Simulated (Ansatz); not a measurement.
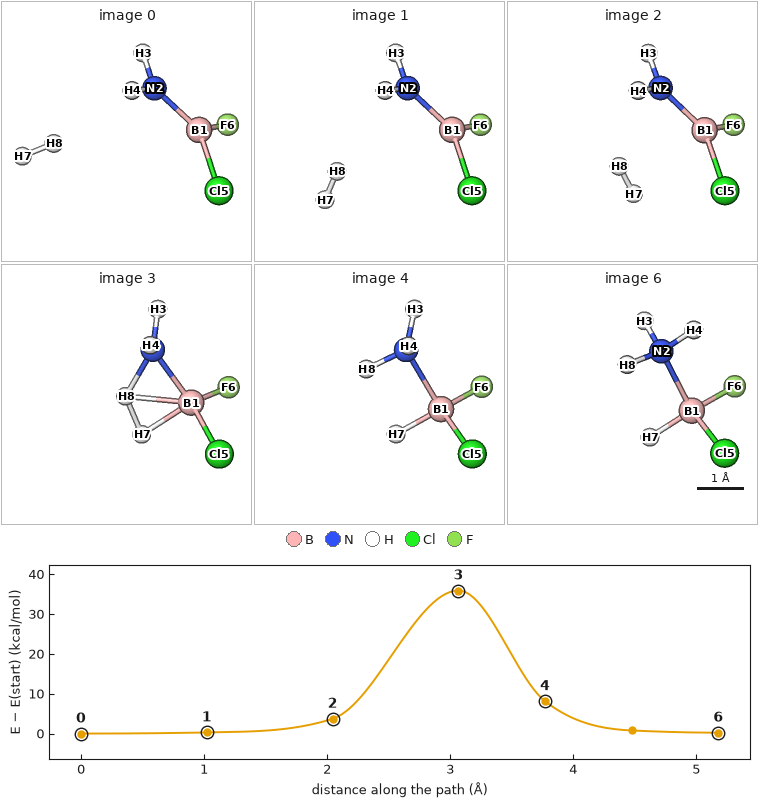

NEB run on BNH₄ClF, made up at the start of BNH2ClF and H₂. Images are numbered from 0 (start) to 6 (end). The picture is a ball-and-stick view, seen face on.

The calculation used RKS PBE-D4/def2-SVP (Ansatz 0.2.0). Settings: 5 movable images; climbing image; force threshold 0.05 eV/Å; iteration limit 60; starting path through a guess of the saddle point.

> What happens along the path, and what is the barrier?

Breaking: H7–H8 (0.77 → 1.03 at the top → 2.56 Å). Forming: B1–H7 (4.01 → 1.44 at the top → 1.23 Å), N2–H8 (2.67 → 1.39 at the top → 1.03 Å). Forward barrier 35.9 kcal/mol, backward barrier 35.7 kcal/mol, with image 3 at the top; the reaction energy is +0.2 kcal/mol. The band converged in 17 iterations. The largest component of the band force went from 7.2 to 0.022 eV/Å. The climbing image converged on the top of the path. Its vibrational analysis gives one imaginary mode (1258i cm⁻¹), as a transition state must have.

Limits of the set-up: the start holds two separate molecules, 2.7 Å apart at their closest, whose relative position is a soft coordinate.
